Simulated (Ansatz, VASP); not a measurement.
# CoGe: VASP beside Ansatz, part 2 of 2

Wanted: the spread between two codes on one cell, functional and k mesh.

VASP 6.6.1 and Ansatz 0.2.0.

So far. Step 2 (Ansatz: single point, LDA): The run ends at a pressure of -6.82 GPa, with forces up to 0.070 eV/Å.

**3. VASP: single point, LDA**

Level of this step: LDA, spin-polarised from an antiferromagnetic start; plane waves and PAW (Ge, Co) (VASP).

The same cell, functional (in two slightly different forms), mesh and smearing now go to VASP, with its own data sets and cutoff.

Lines of VASP's logs that name or quote its potential files are left out, and so is its time.

File INCAR:

```
SYSTEM = CoGe
PREC = Normal
ENCUT = 350
EDIFF = 1E-06
NELM = 150
ISMEAR = 0
SIGMA = 0.05
LREAL = .FALSE.
ALGO = Normal
GGA = CA
NBANDS = 40
ISPIN = 2
MAGMOM = 0 0 0 0 2 -2 2 -2
LASPH = .TRUE.
LMAXMIX = 4
LORBIT = 11
LWAVE = .FALSE.
LCHARG = .FALSE.
KPAR = 2
AMIX = 0.2
BMIX = 1E-04
AMIX_MAG = 0.8
BMIX_MAG = 1E-04
NEDOS = 1200
```

File POSCAR:

```
CoGe
1.0
    4.5794746600      0.0000000000      0.0000000000
    0.0000000000      4.5794746600      0.0000000000
    0.0000000000      0.0000000000      4.5794746600
Ge Co
4 4
Direct
    0.1601917900      0.3398082100      0.6601917900
    0.3398082100      0.6601917900      0.1601917900
    0.6601917900      0.1601917900      0.3398082100
    0.8398082100      0.8398082100      0.8398082100
    0.8631693800      0.6368306200      0.3631693800
    0.6368306200      0.3631693800      0.8631693800
    0.3631693800      0.8631693800      0.6368306200
    0.1368306200      0.1368306200      0.1368306200
```

File KPOINTS:

```
Automatic mesh
0
Gamma
4 4 4
0 0 0
```

Potentials, in the order of the species: Ge and Co (LDA family, release 64).

Launch:

```console
> mpirun -np 2 vasp_std
```

Numbers of over 12 decimals in the logs are rounded to 6 here.

The program printed:

```text
[banner, memory and clock lines left out]
running    2 mpi-ranks, on    1 nodes
 distrk:  each k-point on    1 cores,    2 groups
 distr:  one band on    1 cores,    1 groups

 POSCAR found type information on POSCAR GeCo
 POSCAR found :  2 types and       8 ions
 LDA part: xc-table for (Slater(with rela. corr.)+CA(PZ))
 , standard interpolation
 POSCAR, INCAR and KPOINTS ok, starting setup
 FFT: planning ... GRIDC
 FFT: planning ... GRID_SOFT
 FFT: planning ... GRID
 WAVECAR not read
 entering main loop
       N       E                     dE             d eps       ncg     rms          rms(c)
DAV:   1     0.295450989176E+03    0.29545E+03   -0.16374E+04  4320   0.108E+03
DAV:   2    -0.366692341046E+02   -0.33212E+03   -0.31258E+03  4352   0.283E+02
DAV:   3    -0.589046481873E+02   -0.22235E+02   -0.21180E+02  5112   0.892E+01
DAV:   4    -0.593920400491E+02   -0.48739E+00   -0.48573E+00  4864   0.130E+01
DAV:   5    -0.594040124144E+02   -0.11972E-01   -0.11971E-01  6040   0.169E+00    0.235E+01
DAV:   6    -0.567403007120E+02    0.26637E+01   -0.17805E+01  5120   0.550E+01    0.126E+01
DAV:   7    -0.561422460338E+02    0.59805E+00   -0.23526E+00  5400   0.229E+01    0.832E+00
DAV:   8    -0.560585728632E+02    0.83673E-01   -0.10884E+00  6768   0.129E+01    0.336E+00
DAV:   9    -0.560095910063E+02    0.48982E-01   -0.30502E-01  6368   0.557E+00    0.128E+00
DAV:  10    -0.560059592996E+02    0.36317E-02   -0.22530E-02  6224   0.217E+00    0.709E-01
DAV:  11    -0.560062208700E+02   -0.26157E-03   -0.30972E-03  5024   0.522E-01    0.497E-01
DAV:  12    -0.560059583868E+02    0.26248E-03   -0.20738E-03  6512   0.484E-01    0.833E-02
DAV:  13    -0.560059871010E+02   -0.28714E-04   -0.35665E-04  6264   0.166E-01    0.468E-02
DAV:  14    -0.560059793070E+02    0.77940E-05   -0.25754E-05  5536   0.455E-02    0.297E-02
DAV:  15    -0.560059802066E+02   -0.89954E-06   -0.15267E-05  5080   0.484E-02    0.156E-02
DAV:  16    -0.560059803370E+02   -0.13038E-06   -0.18091E-06  2656   0.860E-03
   1 F= -.56005980E+02 E0= -.56004555E+02  d E =-.285078E-02  mag=    -0.0000
```

From OUTCAR (step 3):

```text
ion  position               nearest neighbor table
   1  0.160  0.340  0.660-   5 2.36   6 2.37   7 2.37   8 2.37   6 2.57   8 2.57   7 2.57   2 2.84
                             2 2.84   3 2.84   4 2.84   3 2.84   4 2.84
   2  0.340  0.660  0.160-   6 2.36   5 2.37   7 2.37   8 2.37   5 2.57   7 2.57   8 2.57   1 2.84
                             1 2.84   3 2.84   3 2.84   4 2.84   4 2.84
   3  0.660  0.160  0.340-   7 2.36   6 2.37   5 2.37   8 2.37   8 2.57   5 2.57   6 2.57   1 2.84
                             4 2.84   2 2.84   2 2.84   1 2.84   4 2.84
   4  0.840  0.840  0.840-   8 2.36   6 2.37   7 2.37   5 2.37   7 2.57   6 2.57   5 2.57   2 2.84
                             3 2.84   1 2.84   3 2.84   1 2.84   2 2.84
   5  0.863  0.637  0.363-   1 2.36   2 2.37   3 2.37   4 2.37   2 2.57   4 2.57   3 2.57   8 2.81
                             6 2.81   6 2.81   8 2.81   7 2.81   7 2.81
   6  0.637  0.363  0.863-   2 2.36   1 2.37   3 2.37   4 2.37   1 2.57   3 2.57   4 2.57   8 2.81
                             5 2.81   5 2.81   7 2.81   7 2.81   8 2.81
   7  0.363  0.863  0.637-   3 2.36   2 2.37   1 2.37   4 2.37   4 2.57   1 2.57   2 2.57   8 2.81
                             8 2.81   5 2.81   6 2.81   6 2.81   5 2.81
   8  0.137  0.137  0.137-   4 2.36   2 2.37   3 2.37   1 2.37   3 2.57   2 2.57   1 2.57   5 2.81
                             6 2.81   7 2.81   7 2.81   5 2.81   6 2.81

  LATTYP: Found a simple cubic cell.
 ALAT       =     4.5794746600

 Subroutine GETGRP returns: Found 12 space group operations
 (whereof  3 operations were pure point group operations)

The static configuration has the point symmetry C_3 .
 The point group associated with its full space group is T   .

 Found     27 irreducible k-points:

   k-points           NKPTS =     27   k-points in BZ     NKDIM =     27   number of bands    NBANDS=     40

   dimension x,y,z NGX =    24 NGY =   24 NGZ =   24
   dimension x,y,z NGXF=    48 NGYF=   48 NGZF=   48

   ENCUT  =  350.0 eV  25.72 Ry    5.07 a.u.   6.99  6.99  6.99*2*pi/ulx,y,z

   NELECT =      52.0000    total number of electrons

 k-points in reciprocal lattice and weights: Automatic mesh
   0.00000000  0.00000000  0.00000000       0.016
   0.25000000  0.00000000  0.00000000       0.031
   0.00000000  0.25000000  0.00000000       0.031
   0.00000000  0.00000000  0.25000000       0.031
   0.50000000  0.00000000  0.00000000       0.016
   0.00000000  0.50000000  0.00000000       0.016
   0.00000000  0.00000000  0.50000000       0.016
   0.25000000  0.25000000  0.00000000       0.062
   0.00000000  0.25000000  0.25000000       0.062
[...]
0.50000000  0.25000000  0.50000000       0.031
   0.50000000  0.50000000  0.50000000       0.016

 average (electrostatic) potential at core
       1 -29.7386       2 -29.7386       3 -29.7386       4 -29.7386       5 -78.4921
       6 -78.4921       7 -78.4921       8 -78.4921

 E-fermi :   9.4841

 spin component 1
 k-point     1 :       0.0000    0.0000    0.0000
  band No.  band energies     occupation
    ...
     23       8.7898      1.00000
     24       8.7899      1.00000
     25       9.4158      0.97324
     26       9.4159      0.97307
     27       9.4159      0.97299
     28      11.3620      0.00000
     29      11.3620      0.00000
     30      11.3621      0.00000
     31      12.3407      0.00000
     32      12.3407      0.00000
    ...

 k-point     2 :       0.2500    0.0000    0.0000
  band No.  band energies     occupation
    ...
     22       8.6986      1.00000
     23       8.8097      1.00000
     24       8.9277      1.00000
     25       9.1940      1.00000
     26       9.2830      1.00000
     27      10.2364      0.00000
     28      10.5901      0.00000
     29      10.8511      0.00000
     30      11.1386      0.00000
     31      11.4354      0.00000
    ...

 k-point     3 :       0.0000    0.2500    0.0000
  band No.  band energies     occupation
    ...
     22       8.6986      1.00000
     23       8.8097      1.00000
     24       8.9277      1.00000
     25       9.1940      1.00000
     26       9.2830      1.00000
     27      10.2364      0.00000
     28      10.5901      0.00000
     29      10.8511      0.00000
     30      11.1386      0.00000
     31      11.4354      0.00000
    ...

 k-point     4 :       0.0000    0.0000    0.2500
  band No.  band energies     occupation
    ...
     22       8.6986      1.00000
     23       8.8097      1.00000
     24       8.9277      1.00000
     25       9.1940      1.00000
     26       9.2829      1.00000
     27      10.2365      0.00000
     28      10.5901      0.00000
     29      10.8511      0.00000
     30      11.1386      0.00000
     31      11.4354      0.00000
    ...

 k-point     5 :       0.5000    0.0000    0.0000
  band No.  band energies     occupation
    ...
     22       8.5683      1.00000
     23       8.8967      1.00000
     24       8.8967      1.00000
     25       9.0672      1.00000
     26       9.0672      1.00000
     27      10.4453      0.00000
     28      10.4453      0.00000
     29      10.5030      0.00000
     30      10.5030      0.00000
     31      13.2704      0.00000
    ...

 k-point     6 :       0.0000    0.5000    0.0000
  band No.  band energies     occupation
    ...
     22       8.5684      1.00000
     23       8.8967      1.00000
     24       8.8967      1.00000
     25       9.0671      1.00000
     26       9.0672      1.00000
     27      10.4452      0.00000
     28      10.4452      0.00000
     29      10.5030      0.00000
     30      10.5030      0.00000
     31      13.2704      0.00000
    ...

  Total       -3.5093611     -3.5092868     -3.5093831      0.0000000      0.0000000      0.0000000
  in kB      -58.5452499    -58.5440090    -58.5456161      0.0000000      0.0000000      0.0000000
  external PRESSURE =     -58.5449583 kB  Pullay stress =       0.0000000 kB

  energy-cutoff  :      350.00
  volume of cell :       96.04
      direct lattice vectors                 reciprocal lattice vectors
     4.579474660  0.000000000  0.000000000     0.218365659  0.000000000  0.000000000
     0.000000000  4.579474660  0.000000000     0.000000000  0.218365659  0.000000000
     0.000000000  0.000000000  4.579474660     0.000000000  0.000000000  0.218365659

 POSITION                                       TOTAL-FORCE (eV/Angst)
 -----------------------------------------------------------------------------------
      0.73359      1.55614      3.02333         0.043667     -0.043671      0.043698
      1.55614      3.02333      0.73359        -0.043667      0.043671      0.043698
      3.02333      0.73359      1.55614         0.043667      0.043671     -0.043698
      3.84588      3.84588      3.84588        -0.043667     -0.043671     -0.043698
      3.95286      2.91635      1.66312         0.029252     -0.029268      0.029269
      2.91635      1.66312      3.95286        -0.029252      0.029268      0.029269
      1.66312      3.95286      2.91635         0.029252      0.029268     -0.029269
      0.62661      0.62661      0.62661        -0.029252     -0.029268     -0.029269
 -----------------------------------------------------------------------------------
    total drift:                                0.000001      0.000001      0.000000

  FREE ENERGIE OF THE ION-ELECTRON SYSTEM (eV)
  ---------------------------------------------------
  free  energy   TOTEN  =       -56.0059803370 eV

  energy  without entropy=      -56.0031295549  energy(sigma->0) =      -56.00455495

 total charge
# of ion       s       p       d       tot
------------------------------------------
    1        1.118   1.260   0.157   2.535
    2        1.118   1.260   0.157   2.535
    3        1.118   1.260   0.157   2.535
    4        1.118   1.260   0.157   2.535
    5        0.393   0.514   7.555   8.462
    6        0.393   0.514   7.555   8.462
    7        0.393   0.514   7.555   8.462
    8        0.393   0.514   7.555   8.462
--------------------------------------------------
tot          6.045   7.095  30.848  43.987

 magnetization (x)
# of ion       s       p       d       tot
------------------------------------------
    1       -0.000   0.000   0.000   0.000
    2        0.000  -0.000  -0.000  -0.000
    3       -0.000   0.000   0.000   0.000
    4        0.000  -0.000  -0.000  -0.000
    5        0.000   0.000   0.000   0.000
    6       -0.000  -0.000  -0.000  -0.000
    7        0.000   0.000   0.000   0.000
    8       -0.000  -0.000  -0.000  -0.000
--------------------------------------------------
tot          0.000   0.000   0.000   0.000

[... 1 further part left out ...]
```

The run ends at a pressure of -5.85 GPa, with forces up to 0.076 eV/Å.

**4. Differences**

Known differences besides the PAW data sets themselves: the two LDA forms differ slightly; the data sets hold 124 valence electrons in Ansatz (default PAW (the set named soft_2) files) and 52 in VASP; the cutoff is 420 eV in Ansatz and 350 eV in VASP (PREC = Normal); Ansatz makes its cores anew for this functional, VASP keeps those of its LDA data sets. Total energies have different zeros and are not compared.

Both answers:

```
      quantity  Ansatz   VASP  difference
pressure (GPa)   -6.82  -5.85       -0.97
```

Forces (eV/Å; atoms numbered as in POSCAR):

```
atom          Ansatz x, y, z            VASP x, y, z
 Ge1    0.039, -0.039, 0.039    0.044, -0.044, 0.044
 Ge2    -0.039, 0.039, 0.039    -0.044, 0.044, 0.044
 Ge3    0.039, 0.039, -0.039    0.044, 0.044, -0.044
 Ge4  -0.039, -0.039, -0.039  -0.044, -0.044, -0.044
 Co5    0.040, -0.040, 0.040    0.029, -0.029, 0.029
 Co6    -0.040, 0.040, 0.040    -0.029, 0.029, 0.029
 Co7    0.040, 0.040, -0.040    0.029, 0.029, -0.029
 Co8  -0.040, -0.040, -0.040  -0.029, -0.029, -0.029
```

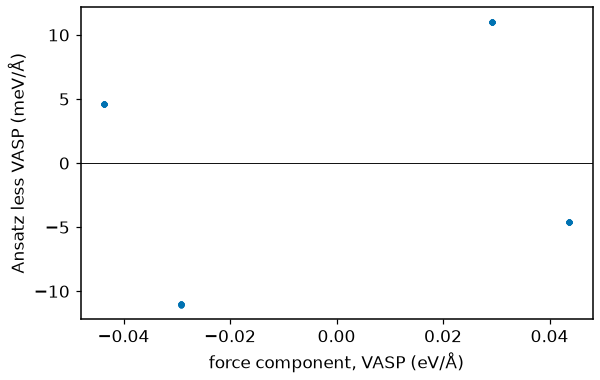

Difference of the force components against their size.

The forces differ by 8.4 meV/Å r.m.s., which is 22.7 % of the r.m.s. force of 0.04 eV/Å (both taken over all components). Ansatz's pressure holds a Pulay correction of 0.14 GPa; VASP's holds none.

**5. Ansatz: single point, LDA, DFT+U**

With cell and atoms fixed, the geometry can't cause a difference; cores, projectors, grids and the points listed under the comparison can.

File input.yaml:

```yaml
crystal:
  lattice:
    - [4.57947466, 0.0, 0.0]
    - [0.0, 4.57947466, 0.0]
    - [0.0, 0.0, 4.57947466]
  atoms:
    - { symbol: Ge, position: [0.16019179, 0.33980821, 0.66019179] }
    - { symbol: Ge, position: [0.33980821, 0.66019179, 0.16019179] }
    - { symbol: Ge, position: [0.66019179, 0.16019179, 0.33980821] }
    - { symbol: Ge, position: [0.83980821, 0.83980821, 0.83980821] }
    - { symbol: Co, position: [0.86316938, 0.63683062, 0.36316938], spin: 2.0 }
    - { symbol: Co, position: [0.63683062, 0.36316938, 0.86316938], spin: 2.0 }
    - { symbol: Co, position: [0.36316938, 0.86316938, 0.63683062], spin: 2.0 }
    - { symbol: Co, position: [0.13683062, 0.13683062, 0.13683062], spin: 2.0 }
hamiltonian:
  xc: lda
  pseudopotentials: { kind: paw }
  hubbard: { sites: [{ species: Co, l: d, u_eff: 1.0 }] }
magnetization:
  spin_polarized: true
kpoints:
  mp_grid: { grid: [4, 4, 4] }
scf:
  occupations: { method: gaussian, width: 0.05 }
  n_extra_bands: 12
output:
  forces: true
  stress: true
  eigenvalues: true
  write_density: true
  write_potential: true
  elf: true
  volumetric_format: npy
```

Launch:

```console
> ansatz run input.yaml --threads 4 --pin off --max-ram 9216MiB --backend cpu --events-out ev --progress --plain --runs-dir out
```

The program printed:

```text
[...]
k-point 1 ↑: bands = [... 58 lower, 16.6445, 16.7852, 17.0474, 17.1413, 18.1363, 18.4699, 18.7469, 19.0480, ... 8 higher]
  k-point 2 ↑: bands = [... 58 lower, 16.7500, 16.7500, 16.9197, 16.9197, 18.3468, 18.3468, 18.3863, 18.3863, ... 8 higher]
  k-point 10 ↓: bands = [... 58 lower, 16.3107, 16.3107, 17.1168, 17.1168, 17.1168, 17.1168, 21.9553, 21.9553, ... 8 higher]
Occupation matrices written to <dir>
[key lines of the parts left out:]
SCF converged after 22 iterations
Magnetization: 0.0000 μB (62.0000 up, 62.0000 down)
Free energy (F): -37113.449643 eV
Fermi energy:    17.360577 eV
P = ⅓ Tr σ = -7.5783 GPa (-75.783 kbar)
```

The job ended after 29 s (4 threads of Arm Neoverse V1, shared host; peak memory 0.78 GiB; 1.8 min of CPU time).

The run ends at a pressure of -7.58 GPa, with forces up to 0.099 eV/Å.

**6. VASP: single point, LDA, DFT+U**

The same cell, functional (in two slightly different forms), mesh and smearing now go to VASP, with its own data sets and cutoff.

Changes to INCAR since step 3:

```diff
@@ -12,3 +12,9 @@
 ISPIN = 2
-MAGMOM = 0 0 0 0 2 -2 2 -2
+MAGMOM = 0 0 0 0 2 2 2 2
+LDAU = .TRUE.
+LDAUTYPE = 2
+LDAUL = -1 2
+LDAUU = 0 1
+LDAUJ = 0 0
+LDAUPRINT = 1
 LASPH = .TRUE.
```

POSCAR is that of step 3.

KPOINTS is that of step 3.

Launch:

```console
> mpirun -np 2 vasp_std
```

The program printed:

```text
[... set-up lines as in an earlier step ...]
 entering main loop
       N       E                     dE             d eps       ncg     rms          rms(c)
DAV:   1     0.297241443458E+03    0.29724E+03   -0.16700E+04  1760   0.109E+03
DAV:   2    -0.324521639027E+02   -0.32969E+03   -0.31029E+03  1776   0.281E+02
DAV:   3    -0.544607577243E+02   -0.22009E+02   -0.20740E+02  2088   0.887E+01
DAV:   4    -0.549462078481E+02   -0.48545E+00   -0.48282E+00  2016   0.128E+01
[...]
DAV:  14    -0.523751748784E+02   -0.20251E-04   -0.12713E-04  2024   0.111E-01    0.334E-02
DAV:  15    -0.523751799462E+02   -0.50679E-05   -0.12972E-05  2272   0.340E-02    0.125E-02
DAV:  16    -0.523751806817E+02   -0.73544E-06   -0.16058E-06  1032   0.137E-02
   1 F= -.52375181E+02 E0= -.52373834E+02  d E =-.269360E-02  mag=     0.0005
```

OUTCAR, selected parts (step 6):

```text
  Total       -4.5012719     -4.5012719     -4.5012719     -0.0000000      0.0000000      0.0000000
  in kB      -75.0928957    -75.0928957    -75.0928957     -0.0000000      0.0000000      0.0000000
  external PRESSURE =     -75.0928957 kB  Pullay stress =       0.0000000 kB

 POSITION                                       TOTAL-FORCE (eV/Angst)
 -----------------------------------------------------------------------------------
      0.73359      1.55614      3.02333         0.057613     -0.057613      0.057613
      1.55614      3.02333      0.73359        -0.057613      0.057613      0.057613
      3.02333      0.73359      1.55614         0.057613      0.057613     -0.057613
      3.84588      3.84588      3.84588        -0.057613     -0.057613     -0.057613
      3.95286      2.91635      1.66312         0.051459     -0.051459      0.051459
      2.91635      1.66312      3.95286        -0.051459      0.051459      0.051459
      1.66312      3.95286      2.91635         0.051459      0.051459     -0.051459
      0.62661      0.62661      0.62661        -0.051459     -0.051459     -0.051459
 -----------------------------------------------------------------------------------
    total drift:                                0.000001      0.000001      0.000000

  FREE ENERGIE OF THE ION-ELECTRON SYSTEM (eV)
  ---------------------------------------------------
  free  energy   TOTEN  =       -52.3751806817 eV

  energy  without entropy=      -52.3724870865  energy(sigma->0) =      -52.37383388

 magnetization (x)
# of ion       s       p       d       tot
------------------------------------------
    1        0.000   0.000   0.000   0.000
    2        0.000   0.000   0.000   0.000
    3        0.000   0.000   0.000   0.000
    4        0.000   0.000   0.000   0.000
    5        0.000   0.000  -0.000  -0.000
    6        0.000   0.000  -0.000  -0.000
    7        0.000   0.000  -0.000  -0.000
    8        0.000   0.000  -0.000  -0.000
--------------------------------------------------
tot          0.000   0.000  -0.000  -0.000

[... 1 part as in an earlier step ...]

[... 2 further parts left out ...]
[key lines of the parts left out:]
E-fermi :   9.4000
```

The run ends at a pressure of -7.51 GPa, with forces up to 0.100 eV/Å.

**7. Comparison**

What differs besides the data sets and the points named for the pairs above, as far as they apply: U acts on the PAW sphere in VASP and on atomic orbitals in Ansatz, so only states and trends compare. Total energies have different zeros and are not compared.

Both answers:

```
      quantity  Ansatz   VASP  difference
pressure (GPa)   -7.58  -7.51       -0.07
```

Forces (eV/Å; atoms numbered as in POSCAR):

```
atom          Ansatz x, y, z            VASP x, y, z
 Ge1    0.046, -0.046, 0.046    0.058, -0.058, 0.058
 Ge2    -0.046, 0.046, 0.046    -0.058, 0.058, 0.058
 Ge3    0.046, 0.046, -0.046    0.058, 0.058, -0.058
 Ge4  -0.046, -0.046, -0.046  -0.058, -0.058, -0.058
 Co5    0.057, -0.057, 0.057    0.051, -0.051, 0.051
 Co6    -0.057, 0.057, 0.057    -0.051, 0.051, 0.051
 Co7    0.057, 0.057, -0.057    0.051, 0.051, -0.051
 Co8  -0.057, -0.057, -0.057  -0.051, -0.051, -0.051
```

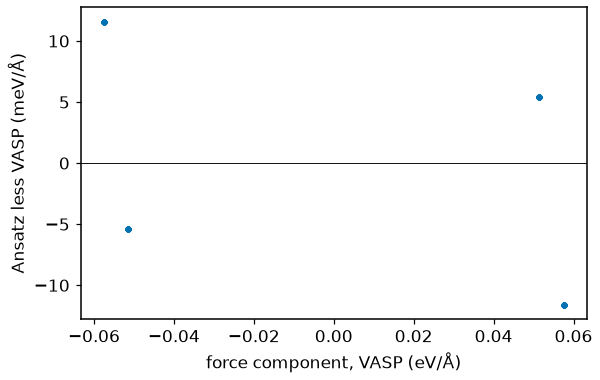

Difference of the force components against their size.

The forces differ by 9.0 meV/Å r.m.s., which is 16.6 % of the r.m.s. force of 0.05 eV/Å (both taken over all components). Ansatz's pressure holds a Pulay correction of 0.13 GPa; VASP's holds none.

**8. Outcome**

```json
{
 "r.m.s. force difference (single point, LDA)": "8.4 meV/Å",
 "difference in pressure (single point, LDA)": "-0.97 GPa",
 "r.m.s. force difference (single point, LDA, DFT+U)": "9.0 meV/Å"
}
```

**Reading.** The difference in pressure is -0.97 GPa (single point, LDA), at about the 1 GPa picked in this series as the mark of a large difference. How closely two codes agree says nothing of how well the functional describes the real material.

[Lines on the potential files, build, host, timing and source positions are cut from VASP's logs without a mark.]

[Logs are printed without paths, hosts, clocks, repeated set-up lines and the standing remarks that a program may print on its own settings, such as how far it seeks lower states.]

[Hosts, paths, dates, database ids (printed as entryN), source tags and the programs' standing remarks are cut or masked in the printed files.]
